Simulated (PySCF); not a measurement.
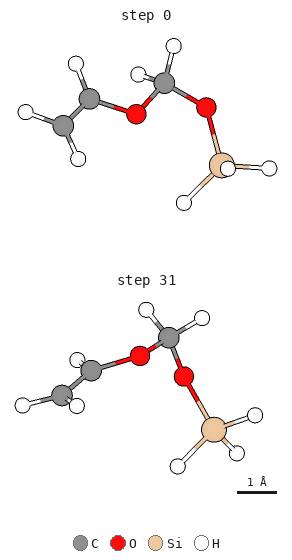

The structure of C3H8O2Si before (top) and after (bottom) a relaxation, at one scale.

The picture is a ball-and-stick view, seen at a tilt.

The start comes from GFN2-xTB. Its atoms were then displaced at random by about 0.01 Å.

These are results of PBE0-D3(BJ)/def2-SVP geometry optimisation, gas phase (PySCF 2.14.0, density-fitted response routines), not measurements. 

What changed between the two?

Answer. The energy falls by 37.6 kJ/mol in 31 geometry steps. The atom that moves furthest after the best rigid fit is an H atom (1.13 Å). Largest moves by element: H 1.13 Å, O 0.79 Å, C 0.45 Å, Si 0.21 Å. Among the contacts that change: O–Si 2.736 → 3.062 Å, C–O 1.328 → 1.384 Å, O–Si 1.631 → 1.682 Å, C–H 1.044 → 1.092 Å. Among the angles between lasting bonds that change: O–Si–H 96.8° → 105.4°, O–C–H 111.5° → 107.6°, H–Si–H 114.0° → 110.5°. Groups turn about C–O by about 100°, C–O by about 55°.
